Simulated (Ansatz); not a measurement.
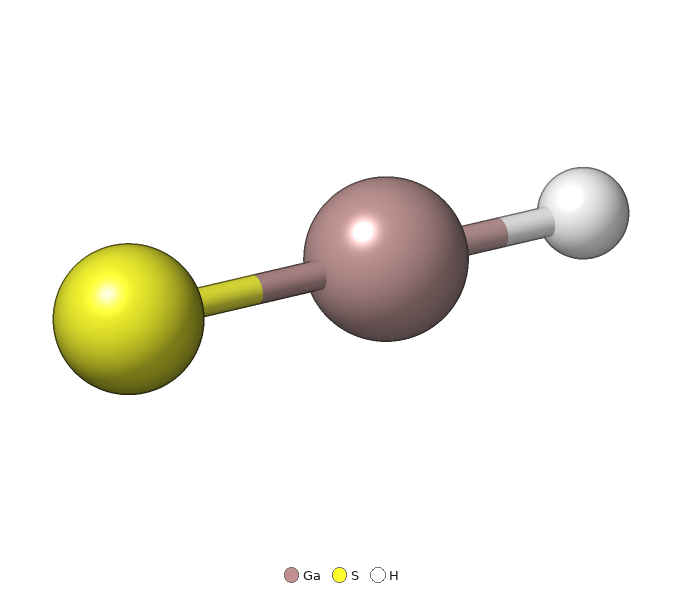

Ball-and-stick drawing of a structure.

**Count the atoms of each element.**

GaHS, 3 atoms: 1 gallium, 1 hydrogen and 1 sulfur.

**Count the bonded pairs by element.**

1 Ga–S, 1 Ga–H. Sticks follow a distance rule.

**Give the symmetry (Schoenflies symbol).**

C∞v.

More results for the same structure follow; atom numbers are the same in all pictures, views and colours differ. The computed structure is the end point of a PBE0-D4/def2-TZVP optimisation.

Shape

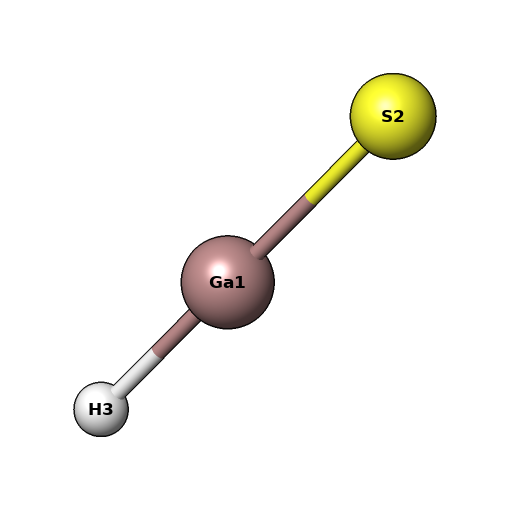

Atoms carry their numbers in the input.

Give the bond lengths.

```tsv
bond	length (Å)
Ga1–S2	2.004
Ga1–H3	1.534
```

Vibrations

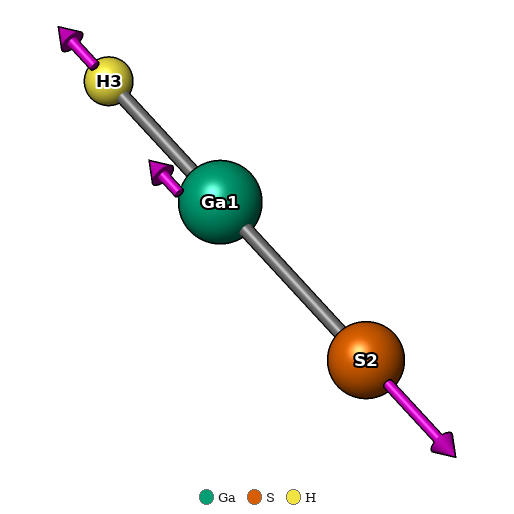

The arrows show one normal mode. Harmonic vibrations computed with RKS PBE0-D4/def2-TZVP (Ansatz 0.2.0) at a stationary point of the same level.

**Describe the motion.**

Mostly Ga–S stretching.

**Estimate its harmonic wavenumber.**

577 cm⁻¹; it is mode 3 of 4 counted from the lowest.

Dipole moment

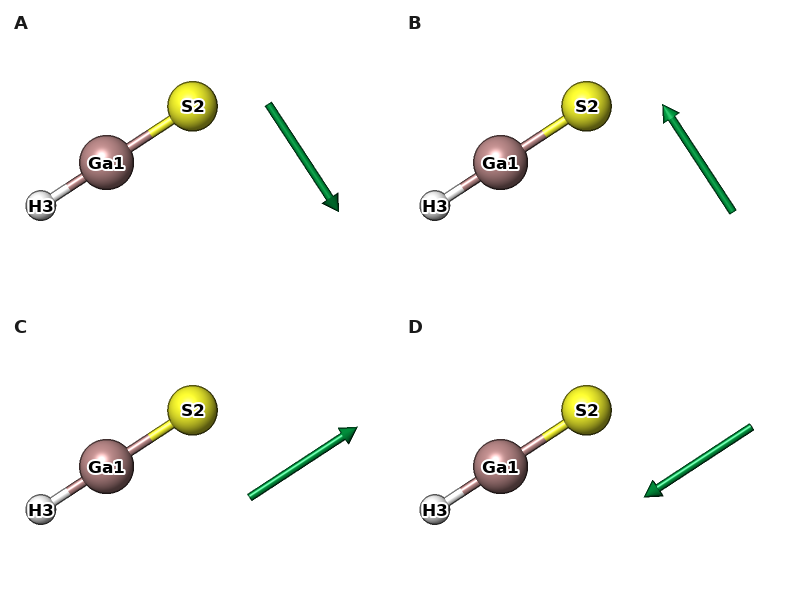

The same molecule four times, each with an arrow. Method: RKS PBE0-D4/def2-TZVP (Ansatz 0.2.0).

**Which arrow points along the dipole moment, from the negative to the positive end?**

D. The dipole moment is 3.70 D; it points from the side of S2 to the side of H3 (the outermost atoms at the two ends).

Charges

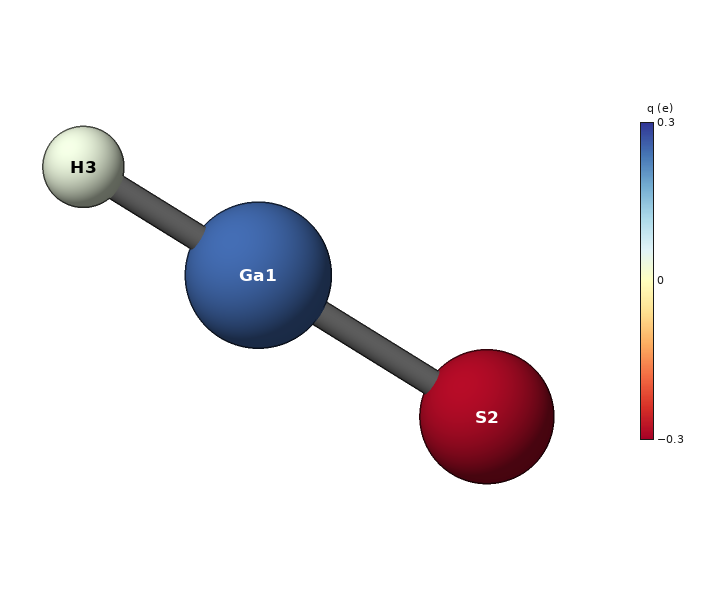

Atoms are coloured by their Mulliken charges. Method: RKS PBE0-D4/def2-TZVP (Ansatz 0.2.0).

List the Mulliken charges.

| atom | value (e) |
| --- | --- |
| Ga1 | 0.25 |
| S2 | −0.28 |
| H3 | 0.03 |

Mulliken values depend strongly on the basis set and can even reverse the polarity of a bond.
